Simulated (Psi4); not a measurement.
# DSD-PBEP86/cc-pVDZ (density fitting for correlation) run of AsF3 (SMILES F[As](F)F)

What is the energy change on altering one bond length of AsF3 at DSD-PBEP86/cc-pVDZ (density fitting for correlation)? 

Program for the calculation: Psi4 1.11.

20 further runs of the same task are left out: 19 that didn't finish, 1 set aside as unsound or not needed.

### Step 1. The system as given

The species is AsF3 (4 atoms), meant as a singlet with charge 0. SMILES: `F[As](F)F`. The coordinates come from a PBE0-D4/def2-TZVP relaxation.

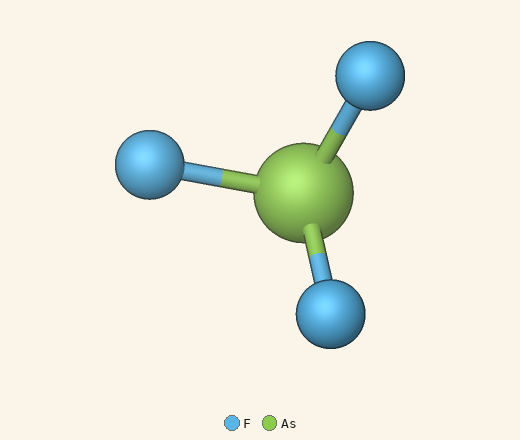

The structure, seen from a chosen angle (fluorine blue, arsenic green).

### Step 2. A single-point energy at DSD-PBEP86/cc-pVDZ (density fitting for correlation)

The input, asf3.xyz:

```xyz
4
AsF3
F     -0.445870     0.395590     1.362650
As    -0.461950    -0.457240    -0.125630
F      1.203970    -0.865930    -0.112740
F     -0.296160     0.927580    -1.124280
```

The input, run.py:

```python
import psi4

psi4.set_memory('2200 MB')
psi4.set_num_threads(1)
psi4.set_output_file('run.log', False)

with open('asf3.xyz') as f:
    atoms = ''.join(f.readlines()[2:])
geom = psi4.geometry('0 1\n' + atoms + 'symmetry c1')

options = {'basis': 'cc-pVDZ', 'reference': 'rks', 'puream': True, 'e_convergence': 1e-09, 'd_convergence': 1e-08, 'scf_type': 'pk', 'dft_radial_points': 99, 'dft_spherical_points': 590, 'num_frozen_docc': 12}
psi4.set_options(options)

E, wfn = psi4.energy("DSD-PBEP86", molecule=geom, return_wfn=True)
print(f'total energy {E:.8f} hartree = {E * 27.211386:.5f} eV')
```

Launch:

```sh
python run.py
```

run.log:

```text
[...]
  Running in c1 symmetry.
[...]
  Nuclear repulsion =  325.340009706749868
[...]
  Multiplicity = 1
[...]
  Nalpha       = 30
  Nbeta        = 30
[...]
    Number of basis functions: 69
[...]
   @RKS iter   1: -2533.50853107663579   -3.89964e+00   1.25118e-02 ADIIS/DIIS
[...]
   @RKS iter  10: -2533.73353237843912   -2.27374e-12   7.12966e-09 DIIS
[...]
    Orbital Energies [Eh]
    ---------------------
    Doubly Occupied:
       1A   -430.422964     2A    -55.626097     3A    -49.619383
       4A    -49.619383     5A    -49.617986     6A    -25.755606
       7A    -25.755604     8A    -25.755599     9A     -7.836435
      10A     -5.758794    11A     -5.758794    12A     -5.752244
      13A     -2.112960    14A     -2.112960    15A     -2.104862
      16A     -2.104862    17A     -2.100718    18A     -1.498776
      19A     -1.455744    20A     -1.455738    21A     -0.814648
      22A     -0.658552    23A     -0.658550    24A     -0.638057
      25A     -0.600075    26A     -0.600073    27A     -0.568618
      28A     -0.568615    29A     -0.563712    30A     -0.440438
[...]
  @RKS Final Energy: -2533.73353237843912
   => Energetics <=
    Nuclear Repulsion Energy =            325.3400097067498677
    One-Electron Energy =               -4178.6071161804584335
    Two-Electron Energy =                1352.0074150180932975
    DFT Exchange-Correlation Energy =     -32.4738409228239959
    Empirical Dispersion Energy =           0.0000000000000000
    VV10 Nonlocal Energy =                  0.0000000000000000
    Total Energy =                      -2533.7335323784391221
[...]
 Multipole Moments:
 ------------------------------------------------------------------------------------
     Multipole            Electronic (a.u.)      Nuclear  (a.u.)        Total (a.u.)
 ------------------------------------------------------------------------------------
 L = 1.  Multiply by 2.5417464519 to convert [e a0] to [Debye]
 Dipole X            :         -2.0390801            1.2532689           -0.7858112
 Dipole Y            :         -2.0183336            1.2404974           -0.7778363
 Dipole Z            :         -0.5545729            0.3408356           -0.2137373
 Magnitude           :                                                    1.1261493
[...]
```

The script printed:

```text
total energy -2534.09108832 hartree = -68956.13076 eV
```

It took 41 s on 1 thread of Intel Xeon at 2.50GHz (Skylake/Cascade Lake), shared host; peak memory 0.82 GiB.

### Step 3. The distorted shape at the same level

The input, input.inp:

```
memory 2200 mb

molecule m {
  0 1
  F     -0.443458     0.523517     1.585896
  As    -0.461950    -0.457240    -0.125630
  F      1.203970    -0.865930    -0.112740
  F     -0.296160     0.927580    -1.124280
  symmetry c1
}

set basis cc-pVDZ
set reference rks
set puream true
set e_convergence 1e-09
set d_convergence 1e-08
set scf_type pk
set dft_radial_points 99
set dft_spherical_points 590
set num_frozen_docc 12

e, wfn = energy("dsd-pbep86", return_wfn=True)
print_variables()
```

Launch:

```sh
psi4 -n 1 input.inp input.out
```

input.out:

```text
[...]
  Running in c1 symmetry.
[...]
  Nuclear repulsion =  310.979711417408112
[...]
  Multiplicity = 1
[...]
  Nalpha       = 30
  Nbeta        = 30
[...]
    Number of basis functions: 69
[...]
   @RKS iter   1: -2533.48202416943514   -4.17977e+00   1.25422e-02 DIIS/ADIIS
[...]
   @RKS iter  11: -2533.70817617347939   -5.45697e-12   7.42727e-09 DIIS
[...]
    Orbital Energies [Eh]
    ---------------------
    Doubly Occupied:
       1A   -430.447090     2A    -55.648964     3A    -49.642433
       4A    -49.642192     5A    -49.640975     6A    -25.773378
       7A    -25.773375     8A    -25.702978     9A     -7.855548
      10A     -5.777622    11A     -5.776824    12A     -5.771487
      13A     -2.130920    14A     -2.129127    15A     -2.123942
      16A     -2.122400    17A     -2.119636    18A     -1.501013
      19A     -1.470831    20A     -1.376878    21A     -0.815788
      22A     -0.661543    23A     -0.642763    24A     -0.637701
      25A     -0.600844    26A     -0.581948    27A     -0.565302
      28A     -0.519880    29A     -0.518750    30A     -0.450515
[...]
  @RKS Final Energy: -2533.70817617347939
   => Energetics <=
    Nuclear Repulsion Energy =            310.9797114174081116
    One-Electron Energy =               -4149.6795818210175639
    Two-Electron Energy =                1337.4425725496002997
    DFT Exchange-Correlation Energy =     -32.4508783194703696
    Empirical Dispersion Energy =           0.0000000000000000
    VV10 Nonlocal Energy =                  0.0000000000000000
    Total Energy =                      -2533.7081761734798420
[...]
 Multipole Moments:
 ------------------------------------------------------------------------------------
     Multipole            Electronic (a.u.)      Nuclear  (a.u.)        Total (a.u.)
 ------------------------------------------------------------------------------------
 L = 1.  Multiply by 2.5417464519 to convert [e a0] to [Debye]
 Dipole X            :         -2.0231711            1.2549048           -0.7682663
 Dipole Y            :         -2.3661945            1.3272642           -1.0389303
 Dipole Z            :         -1.1949468            0.4922529           -0.7026939
 Magnitude           :                                                    1.4708460
[...]
```

Run time: 44 s. Hardware: 1 thread of Intel Xeon at 2.50GHz (Skylake/Cascade Lake), shared host; peak memory 0.81 GiB.

### Step 4. Summary of results

At DSD-PBEP86/cc-pVDZ (density fitting for correlation), 12 core orbitals frozen:

| quantity | value |
| --- | --- |
| first shape: total energy | -2534.09109 Eh |
| first shape: HOMO energy (SCF part's orbitals) | -11.98 eV |
| first shape: LUMO energy (SCF part's orbitals) | 1.43 eV |
| first shape: HOMO–LUMO gap (SCF part's orbitals) | 13.42 eV |
| distorted shape: total energy | -2534.07152 Eh |
| distorted shape: HOMO energy (SCF part's orbitals) | -12.26 eV |
| distorted shape: LUMO energy (SCF part's orbitals) | 0.23 eV |
| distorted shape: HOMO–LUMO gap (SCF part's orbitals) | 12.49 eV |
| energy change with the F1–As2 bond stretched from 1.715 to 1.973 Å | 0.533 eV |

In words: With the F1–As2 bond stretched from 1.715 to 1.973 Å the energy rises by 0.53 eV (51.4 kJ/mol). The first shape isn't relaxed at this level, so the change isn't measured from a minimum.
